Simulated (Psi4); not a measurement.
# B2H4F2 (SMILES [BH2-]1[F+][BH2-][F+]1) at B3LYP/6-31G(d) (spherical functions)

What is the vertical singlet–triplet gap of B2H4F2 at B3LYP/6-31G* (spherical functions)? 

The calculation is run with Psi4 1.11.

### Step 1. The system as given

B2H4F2 has 8 atoms, charge 0, and is taken as a singlet. SMILES: `[BH2-]1[F+][BH2-][F+]1`. Geometry: relaxed at PBE0-D4/def2-TZVP.

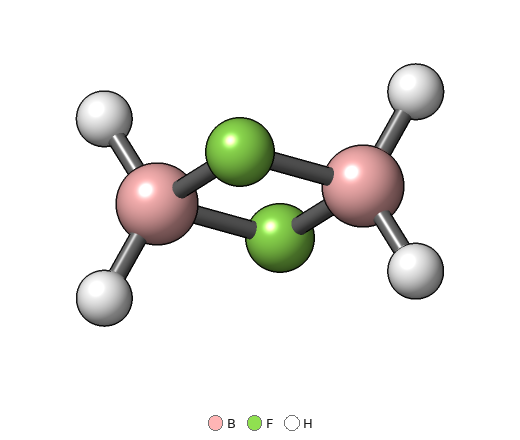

The structure, seen from a chosen angle (boron pink, fluorine green, hydrogen white).

### Step 2. Energy and gradient at B3LYP/6-31G(d) (spherical functions)

File input.inp:

```
memory 2200 MB

molecule {
  0 1
  B     -0.488000     0.947300    -0.293800
  F      0.637300     0.536000     0.670600
  B      0.488000    -0.947200     0.293900
  F     -0.636800    -0.535900    -0.671100
  H     -0.036000     1.557300    -1.210300
  H     -1.440200     1.308400     0.322000
  H      1.440200    -1.309100    -0.321600
  H      0.035400    -1.556800     1.210300
  units angstrom
  symmetry c1
  no_reorient
  no_com
}

set basis 6-31G*
set reference rks
set puream true
set e_convergence 1e-09
set d_convergence 1e-08
set scf_type pk
set dft_radial_points 99
set dft_spherical_points 590

energy_value, wavefunction = gradient('b3lyp', return_wfn=True)
oeprop(wavefunction, 'WIBERG_LOWDIN_INDICES', 'LOWDIN_CHARGES', 'MAYER_INDICES', title='B3LYP')
print_variables()
```

Launch:

```console
$ psi4 -n 1 input.inp input.out
```

input.out:

```text
[...]
  Running in c1 symmetry.
[...]
  Nuclear repulsion =  118.500675990828697
[...]
  Multiplicity = 1
[...]
  Nalpha       = 16
  Nbeta        = 16
[...]
    Number of basis functions: 64
[...]
   @RKS iter   1:  -251.81453843932169   -5.54247e-01   4.24478e-03 ADIIS/DIIS
[...]
   @RKS iter  10:  -251.85232651453677   -2.84217e-13   3.16908e-10 DIIS
[...]
    Orbital Energies [Eh]
    ---------------------
    Doubly Occupied:
       1A    -24.753964     2A    -24.753920     3A     -6.824216
       4A     -6.824176     5A     -1.285657     6A     -1.230089
       7A     -0.629256     8A     -0.613191     9A     -0.562086
      10A     -0.537720    11A     -0.468883    12A     -0.467395
      13A     -0.456065    14A     -0.402257    15A     -0.362282
      16A     -0.321908
[...]
  @RKS Final Energy:  -251.85232651453677
   => Energetics <=
    Nuclear Repulsion Energy =            118.5006759908286966
    One-Electron Energy =                -581.9407762091454970
    Two-Electron Energy =                 236.3466410084026279
    DFT Exchange-Correlation Energy =     -24.7588673046226084
    Empirical Dispersion Energy =           0.0000000000000000
    VV10 Nonlocal Energy =                  0.0000000000000000
    Total Energy =                       -251.8523265145367702
[...]
 Multipole Moments:
 ------------------------------------------------------------------------------------
     Multipole            Electronic (a.u.)      Nuclear  (a.u.)        Total (a.u.)
 ------------------------------------------------------------------------------------
 L = 1.  Multiply by 2.5417464519 to convert [e a0] to [Debye]
 Dipole X            :         -0.0073476            0.0073699            0.0000224
 Dipole Y            :         -0.0020194            0.0022677            0.0002483
 Dipole Z            :          0.0069380           -0.0068030            0.0001350
 Magnitude           :                                                    0.0002835
[...]
  -Total Gradient:
     Atom            X                  Y                   Z
    ------   -----------------  -----------------  -----------------
       1        0.004046985818    -0.007892040491     0.002464364557
       2       -0.004351861024    -0.003704977190    -0.004599869241
       3       -0.004077568942     0.007937078968    -0.002375449719
       4        0.004354524821     0.003682357093     0.004579056816
       5        0.000400952122    -0.000246924228    -0.000194957204
       6       -0.000097598182    -0.000340134386     0.000352944652
       7        0.000118910018     0.000319133331    -0.000385880093
       8       -0.000394665904     0.000245454863     0.000160151815
[...]
```

Wall time 11 s (1 thread of Intel Xeon 6975P-C (Granite Rapids), shared host); peak memory 1 GiB.

### Step 3. The triplet: a single-point energy at UB3LYP/6-31G(d) (spherical functions)

File job.json:

```json
{
  "schema_name": "qcschema_input",
  "schema_version": 1,
  "molecule": {
    "schema_name": "qcschema_molecule",
    "schema_version": 2,
    "symbols": ["B", "F", "B", "F", "H", "H", "H", "H"],
    "geometry": [-0.92218635, 1.79013756, -0.55520154, 1.20432246, 1.0128932, 1.26725034, 0.92218635, -1.78994859, 0.55539051, -1.2033776, -1.01270423, -1.2681952, -0.06803014, 2.94287049, -2.28713553, -2.72158356, 2.47251766, 0.60849181, 2.72158356, -2.47384047, -0.60773592, 0.0668963, -2.94192563, 2.28713553],
    "molecular_charge": 0,
    "molecular_multiplicity": 3,
    "fix_symmetry": "c1"
  },
  "driver": "energy",
  "model": {
    "method": "b3lyp",
    "basis": "6-31G*"
  },
  "keywords": {
    "reference": "uks",
    "puream": true,
    "e_convergence": 1e-09,
    "d_convergence": 1e-08,
    "scf_type": "pk",
    "dft_radial_points": 99,
    "dft_spherical_points": 590,
    "maxiter": 100,
    "scf_properties": ["DIPOLE", "MULLIKEN_CHARGES", "QUADRUPOLE"]
  }
}
```

Launch:

```console
$ psi4 --qcschema job.json -n 1 --memory 2200MB
```

stdout, shortened:

```text
[...]
  Running in c1 symmetry.
[...]
  Nuclear repulsion =  118.500675984207234
[...]
  Multiplicity = 3
[...]
  Nalpha       = 17
  Nbeta        = 15
[...]
    Number of basis functions: 64
[...]
   @UKS iter   1:  -251.52900925186788   -2.68717e-01   4.01682e-03 DIIS/ADIIS
[...]
   @UKS iter  12:  -251.57426462735839   -7.67386e-13   3.31528e-09 DIIS
[...]
   @S^2 Observed:                2.002966801E+00
[...]
  @UKS Final Energy:  -251.57426462735839
   => Energetics <=
    Nuclear Repulsion Energy =            118.5006759842072341
    One-Electron Energy =                -581.4541838969387300
    Two-Electron Energy =                 236.0436529344154621
    DFT Exchange-Correlation Energy =     -24.6644096490423763
    Empirical Dispersion Energy =           0.0000000000000000
    VV10 Nonlocal Energy =                  0.0000000000000000
    Total Energy =                       -251.5742646273583887
  UHF NO Occupations:
  HONO-2 :   15  A 1.9994000
  HONO-1 :   16  A 1.0000000
[...]
 Multipole Moments:
 ------------------------------------------------------------------------------------
     Multipole            Electronic (a.u.)      Nuclear  (a.u.)        Total (a.u.)
 ------------------------------------------------------------------------------------
 L = 1.  Multiply by 2.5417464519 to convert [e a0] to [Debye]
 Dipole X            :          0.0010568           -0.0010280            0.0000288
 Dipole Y            :          0.0001623           -0.0003753           -0.0002130
 Dipole Z            :         -0.0006868            0.0007458            0.0000589
 Magnitude           :                                                    0.0002229
 L = 2.  Multiply by 1.3450342976 to convert [e a0^2] to [Debye ang]
 Quadrupole XX       :        -67.6916882           49.4140045          -18.2776837
 Quadrupole XY       :          8.1680623           -8.4198277           -0.2517654
[...]
  Mulliken Charges: (a.u.)
   Center  Symbol    Alpha    Beta     Spin     Total
[...]
```

The result, in JSON:

```text
{
 "driver": "energy",
 "model": {
  "method": "b3lyp",
  "basis": "6-31G*"
 },
 "success": true,
 "return_result": -251.5742646273584,
 "properties": {
  "calcinfo_nbasis": 64,
  "calcinfo_nmo": 64,
  "calcinfo_nalpha": 17,
  "calcinfo_nbeta": 15,
  "calcinfo_natom": 8,
  "nuclear_repulsion_energy": 118.50067598420723,
  "return_energy": -251.5742646273584,
  "scf_one_electron_energy": -581.4541838969387,
  "scf_two_electron_energy": 236.04365293441546,
  "scf_xc_energy": -24.664409649042376,
  "scf_dipole_moment": [2.877341073621864e-05, -0.000212998814349441, 5.8940598445966774e-05],
  "scf_total_energy": -251.5742646273584,
  "scf_iterations": 12
 }
}
```

Run time: 14 s. Hardware: 1 thread of Intel Xeon 6975P-C (Granite Rapids), shared host; peak memory 1 GiB.

### Step 4. Results

Level: B3LYP/6-31G* (spherical functions).

```
                                        quantity          value
                           singlet: total energy  -251.85233 Eh
                          singlet: dipole moment         0.00 D
                            singlet: HOMO energy       -8.76 eV
                            singlet: LUMO energy        0.49 eV
                          singlet: HOMO–LUMO gap        9.25 eV
               singlet: largest force on an atom     0.475 eV/Å
                           triplet: total energy  -251.57426 Eh
                          triplet: dipole moment         0.00 D
     triplet: HOMO energy (highest over α and β)       -1.44 eV
                                   triplet: ⟨S²⟩          2.003
vertical energy of the triplet above the singlet       7.566 eV
```

What this shows: At this shape the triplet lies 7.57 eV (174 kcal/mol) above the singlet. The largest force (singlet) is 0.47 eV/Å: the shape isn't a stationary point for this species at this level.
